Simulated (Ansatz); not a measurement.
# CH4Si (SMILES C[SiH]) at CCSD(T)/def2-TZVP

What is the vertical singlet–triplet gap of CH4Si at CCSD(T)/def2-TZVP? 

The calculation is run with Ansatz 0.2.0.

44 further runs of the same task are left out: 44 set aside as unsound or not needed.

### 1 The molecule

The species is CH4Si (6 atoms), meant as a singlet with charge 0. As SMILES, `C[SiH]`. Geometry: relaxed at PBE0-D4/def2-TZVP.

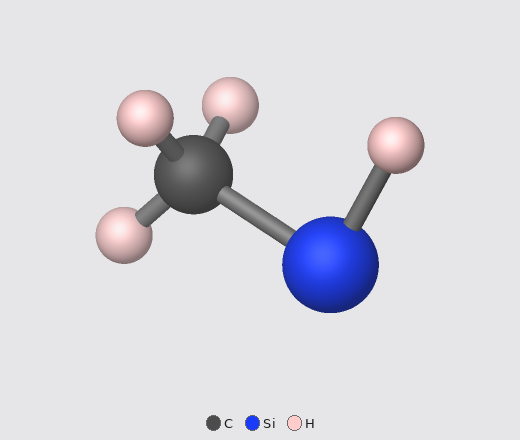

Viewed from a chosen angle; carbon dark grey, silicon blue, hydrogen pink.

### 2 The energy at CCSD(T)/def2-TZVP

run.yaml

```yaml
crystal:
  periodic: [false, false, false]
  atoms:
    - {symbol: C, position_ang: [-0.093500, -0.366000, -0.370300]}
    - {symbol: Si, position_ang: [0.917300, 0.209800, 1.122300]}
    - {symbol: H, position_ang: [-1.156900, -0.410100, -0.102200]}
    - {symbol: H, position_ang: [0.215000, -1.335600, -0.763000]}
    - {symbol: H, position_ang: [-0.024000, 0.382000, -1.170800]}
    - {symbol: H, position_ang: [0.142200, 1.520000, 1.284000]}
basis:
  gaussian: {orbitals: def2-TZVP}
correlation: {method: ccsd_t, frozen_orbitals: {C: 1, H: 0, Si: 5}}
accuracy: high
scf: {omitted_lower_state_checks: [cluster_reference, increment]}
```

Started as:

```bash
ansatz run run.yaml --threads 1 --pin off --max-ram 3480MiB --events-out events.jsonl --progress --plain --runs-dir runs
```

Output, shortened:

```text
Warning: RAYON_NUM_THREADS=1 ignored (pool sized by the plan → 1); use --threads N
Functional definition: HF
  name "HF"
[...]
1657 factors; integrals over basis functions are off by at most 3.7e-9 eV
[...]
mean field -8954.92420106 eV, -329.0873945234 hartree, gradient 1.4e-8 eV, S^2 0.000000; 0 other end points of the search recorded, 0 dependent functions left out; unrestricted orbitals would lower it
6 core orbitals not correlated: weight in the atoms' cores, before any rotation towards them, 1.000 or more for the frozen orbitals, at most 0.000 for the correlated occupied ones
reference -8954.92420106 eV, -329.0873945234 hartree; 6, 6 occupied and 80, 80 virtual orbitals, 1657 factors
second order -7.43414527 eV of doubles, -0.00000000 eV of singles
cycle   1  -8.12098882 eV  change   -6.9e-1 eV  update   7.4e-2
[...]
cycle  28  -8.46398433 eV  change  -4.3e-11 eV  update  2.9e-10
perturbative correction -0.30011778 eV, -0.0110291252 hartree
Total energy: -8963.68830318 eV, -329.4094693358 hartree
Checks for a lower state left out: cluster_reference, increment
```

Run time: 11 s. Hardware: 1 thread of Arm Neoverse V2, shared host; peak memory 0.55 GiB.

### 3 The triplet

Edit run.yaml of step 2 so:

```diff
@@ -10,5 +10,12 @@
 basis:
-  gaussian: {orbitals: def2-TZVP}
-correlation: {method: ccsd_t, frozen_orbitals: {C: 1, H: 0, Si: 5}}
+  gaussian:
+    orbitals: def2-TZVP
+correlation:
+  method: ccsd_t
+  frozen_orbitals: {C: 1, H: 0, Si: 5}
 accuracy: high
-scf: {omitted_lower_state_checks: [cluster_reference, increment]}
+scf:
+  omitted_lower_state_checks: [cluster_reference, increment]
+magnetization:
+  spin_polarized: true
+  initial_magnetization: 2
```

Started as:

```bash
ansatz run run.yaml --threads 1 --pin off --max-ram 3480MiB --events-out events.jsonl --progress --plain --runs-dir runs
```

Output, shortened:

```text
Warning: RAYON_NUM_THREADS=1 ignored (pool sized by the plan → 1); use --threads N
[... 2 set-up lines as earlier in the session ...]
[...]
1657 factors; integrals over basis functions are off by at most 3.7e-9 eV
[...]
mean field -8954.28017157 eV, -329.0637268761 hartree, gradient 2.0e-8 eV, S^2 2.004787; 0 other end points of the search recorded, 0 dependent functions left out
6 core orbitals not correlated: weight in the atoms' cores, before any rotation towards them, 1.000 or more for the frozen orbitals, at most 0.000 for the correlated occupied ones
reference -8954.28017157 eV, -329.0637268761 hartree; 7, 5 occupied and 79, 81 virtual orbitals, 1657 factors
second order -6.90492875 eV of doubles, -0.00000000 eV of singles
cycle   1  -7.51543423 eV  change   -6.1e-1 eV  update   6.7e-2
[...]
cycle  24  -7.81621331 eV  change   2.0e-10 eV  update  7.2e-10
perturbative correction -0.28446362 eV, -0.0104538452 hartree
Total energy: -8962.38084850 eV, -329.3614212626 hartree
Checks for a lower state left out: cluster_reference, increment
```

Wall time 30 s (1 thread of Arm Neoverse V2, shared host); peak memory 0.99 GiB.

### 4 Outcome

At CCSD(T)/def2-TZVP, 6 core orbitals frozen:

```
                                            quantity          value
                               singlet: total energy  -329.40947 Eh
singlet: correlation energy (6 core orbitals frozen)     -322.1 mEh
                             singlet: (T) correction     -11.03 mEh
                              singlet: T1 diagnostic          0.013
                               triplet: total energy  -329.36142 Eh
triplet: correlation energy (6 core orbitals frozen)     -297.7 mEh
                             triplet: (T) correction     -10.45 mEh
          triplet: ⟨S²⟩ of the reference determinant          2.005
                              triplet: T1 diagnostic          0.017
    vertical energy of the triplet above the singlet       1.307 eV
```

In words: At this shape the triplet lies 1.31 eV (126 kJ/mol) above the singlet. The restricted solution (singlet) is unstable to spin breaking: an unrestricted one lies lower. The triples (singlet) make up 3.4 % of the correlation energy. The triples (triplet) make up 3.5 % of the correlation energy.
